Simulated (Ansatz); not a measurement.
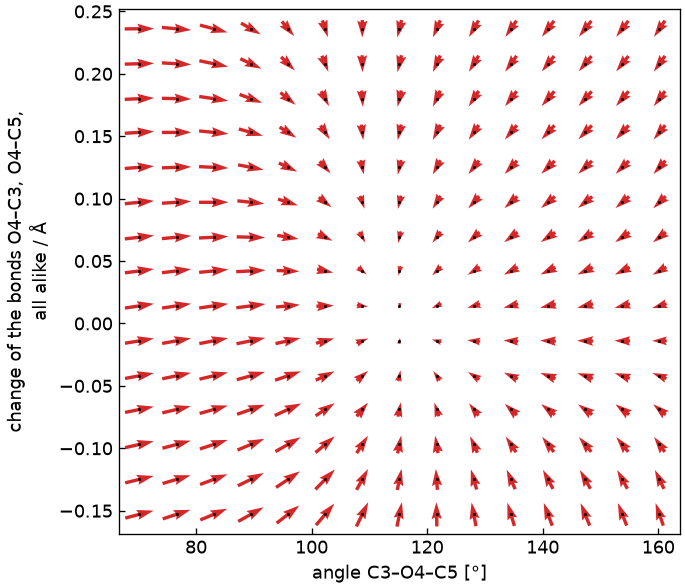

C4H8O, SMILES C=CCOC. First axis: angle C3–O4–C5. Second axis: change of the bonds O4–C3, O4–C5, all alike. Nothing is relaxed (all other coordinates rigid). Grid: 15 × 15 points. Points are written as (first, second). Theory: RHF/def2-SVP in Ansatz 0.2.0.

In the figure: dots at the grid points, arrows along the force (downhill), their lengths compressed.

> The arrows alone are given. Where is the energy lowest?

The arrows converge at about (115°, 0.000 Å) (read from the interpolated surface).

The energy map of the same scan:

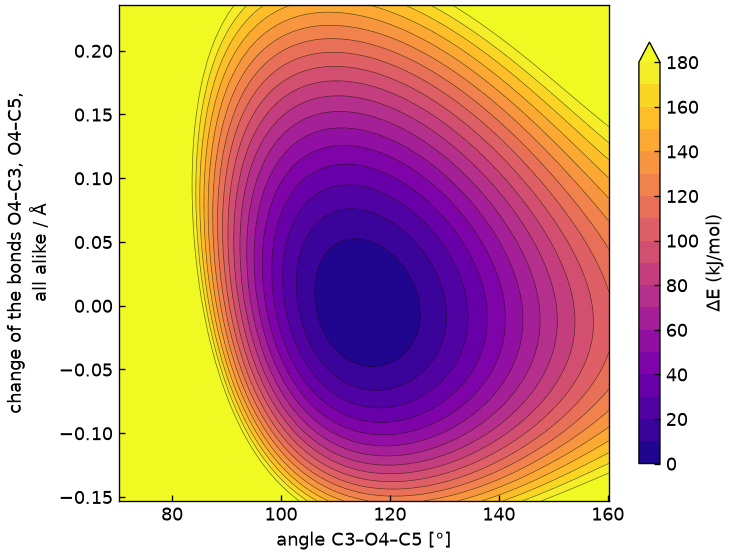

Energies are in kJ/mol, from the relaxed molecule at the same level; between grid points the surface is interpolated.
